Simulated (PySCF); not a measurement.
## NMR shielding calculation, with input and output: C4H11AlOSi

C4H11AlOSi, computed with GIAO BP86/pcSseg-1 NMR shielding, non-relativistic, gas phase (PySCF 2.14.0).

The geometry comes from this level: GFN2-xTB, coordinate held. Figures and captions count atoms from 1; the log counts them from 0 in places.

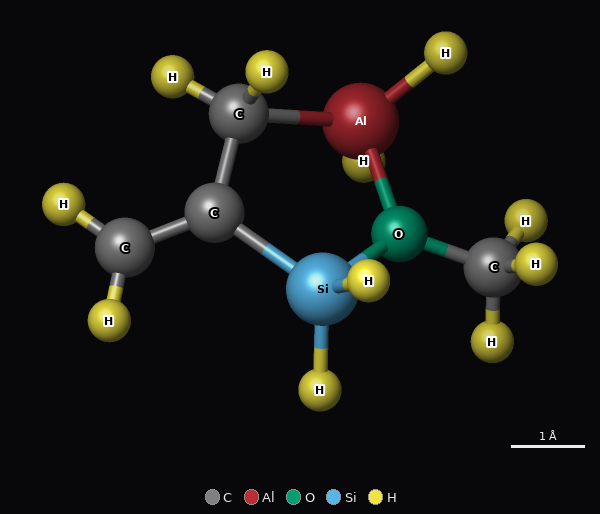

**Figure 1.** The structure as given in the input (ball-and-stick view, seen at a tilt). Sticks mark near contacts.

Results in brief:

```tsv
quantity	value
outcome	converged
total energy	−766.199879 hartree
HOMO	−5.66 eV
LUMO	−1.58 eV
dipole moment	3.56 D
isotropic shielding, C	27.7 to 148.4 ppm
isotropic shielding, Al	383.1 ppm
isotropic shielding, O	330.1 ppm
isotropic shielding, Si	337.7 ppm
isotropic shielding, H	25.7 to 29.6 ppm
hardware	1 CPU thread, shared host
wall time	39 s
peak memory	0.7 GiB
```

Input:
```
{"job": {"kind": "nmr", "xc": "BP86", "basis": "pcSseg-1", "every": 1, "pop": false}, "charge": 0, "multiplicity": 1}
C      2.822512    -0.309209    -0.109117
C      1.560405    -0.126589    -0.499894
C      1.072967     1.130477    -1.151042
Al    -0.748934     1.621124    -0.363587
O     -1.050820    -0.217305     0.052725
C     -2.345410    -0.564223     0.476167
Si     0.196593    -1.346950    -0.090997
H      3.140279    -1.198863     0.409132
H      3.583009     0.435727    -0.286497
H      1.904879     1.837699    -1.248537
H      0.769486     0.880218    -2.185590
H     -0.961171     2.251748     1.049556
H     -1.917386     1.825641    -1.390841
H     -2.935972     0.352853     0.516081
H     -2.805987    -1.259230    -0.228266
H     -2.315596    -1.021390     1.466851
H     -0.257181    -2.277474    -1.129788
H      0.259373    -2.012548     1.210704
```

The first line tells a small driver script what to run in PySCF; the rest is the geometry in Å.

Launched with:
```bash
OMP_NUM_THREADS=1 python <driver script> task.json out
```

The program's output:
```
coarse grid: 15504 points
cycle   1  E = -765.9746282196  dE =  5.697e-01  |g| = 8.299e-01  |ddm| = 3.863e+00
cycle   2  E = -765.5828035228  dE =  3.918e-01  |g| = 1.563e+00  |ddm| = 2.225e+00
cycle   3  E = -766.1211913349  dE = -5.384e-01  |g| = 1.970e-01  |ddm| = 1.727e+00
cycle   4  E = -766.1267988842  dE = -5.608e-03  |g| = 1.152e-01  |ddm| = 2.642e-01
cycle   5  E = -766.1300498030  dE = -3.251e-03  |g| = 4.007e-02  |ddm| = 1.367e-01
cycle   6  E = -766.1304301112  dE = -3.803e-04  |g| = 1.659e-02  |ddm| = 4.591e-02
cycle   7  E = -766.1305016321  dE = -7.152e-05  |g| = 2.212e-03  |ddm| = 1.768e-02
cycle   8  E = -766.1305026539  dE = -1.022e-06  |g| = 7.281e-04  |ddm| = 2.708e-03
final grid: 138952 points
cycle   9  E = -766.1998653592  dE = -4.147e-05  |g| = 8.471e-03  |ddm| = 2.944e-02
cycle  10  E = -766.1998380197  dE =  2.734e-05  |g| = 1.465e-02  |ddm| = 1.420e-02
cycle  11  E = -766.1998779284  dE = -3.991e-05  |g| = 1.868e-03  |ddm| = 1.001e-02
cycle  12  E = -766.1998786307  dE = -7.023e-07  |g| = 4.043e-04  |ddm| = 2.015e-03
cycle  13  E = -766.1998786680  dE = -3.734e-08  |g| = 9.086e-05  |ddm| = 4.225e-04
cycle  14  E = -766.1998786697  dE = -1.650e-09  |g| = 4.011e-05  |ddm| = 1.384e-04
cycle  15  E = -766.1998786700  dE = -3.747e-10  |g| = 1.707e-05  |ddm| = 4.676e-05
```

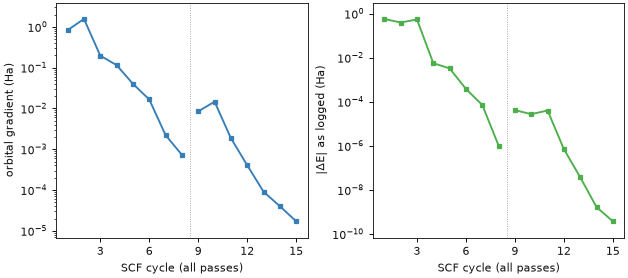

**Figure 2.** Convergence of the self-consistent field: orbital gradient and size of the energy change against the SCF cycle. The dotted line marks the change from a coarse to the final integration grid. The first 8 cycles use a coarse grid, the final grid takes over at cycle 9, and the field converges after 15 cycles in all.

```
converged SCF energy = -766.1998786700

GIAO shielding tensors (ppm)
atom      isotropic    diamagn.    paramagn.     s11        s22        s33       span
  0 C       54.392     250.328    -195.936    -52.775     70.757    145.194    197.969
  1 C       27.735     263.765    -236.030    -75.232     15.216    143.222    218.454
  2 C      148.430     250.205    -101.775    120.714    143.089    181.485     60.771
  3 Al     383.071     797.001    -413.929    367.258    379.499    402.457     35.199
  4 O      330.145     403.793     -73.648    317.664    321.388    351.382     33.718
  5 C      124.955     242.045    -117.090     93.596    100.078    181.191     87.595
  6 Si     337.707     883.851    -546.144    282.857    317.270    412.994    130.137
  7 H       26.365      30.747      -4.382     22.766     25.043     31.287      8.522
  8 H       25.655      30.399      -4.744     22.336     25.318     29.311      6.975
  9 H       29.551      31.312      -1.762     26.426     28.143     34.082      7.656
 10 H       29.477      30.481      -1.003     26.679     27.325     34.428      7.749
 11 H       27.245      30.852      -3.608     24.087     25.574     32.073      7.985
 12 H       27.148      30.715      -3.566     24.078     25.643     31.725      7.646
 13 H       27.207      28.469      -1.262     22.661     25.732     33.228     10.567
 14 H       27.859      28.170      -0.311     24.052     25.087     34.439     10.387
 15 H       27.881      28.678      -0.798     23.835     25.358     34.448     10.613
 16 H       26.350      30.659      -4.309     23.271     24.727     31.052      7.780
 17 H       26.494      31.478      -4.984     23.413     24.989     31.079      7.666
```

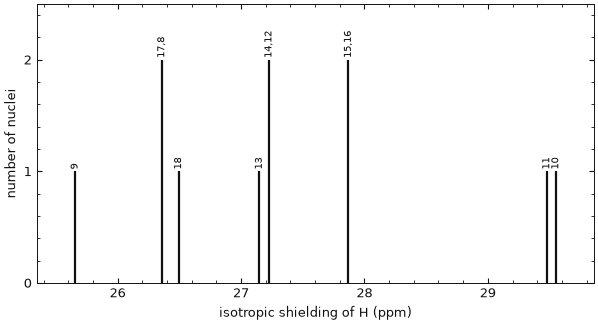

**Figure 3.** Isotropic shieldings of the hydrogen nuclei in this fixed geometry, labelled by atom number; shielding grows to the right, so chemical shift grows to the left. The least shielded is H9 (25.7 ppm), the most shielded H10 (29.6 ppm).
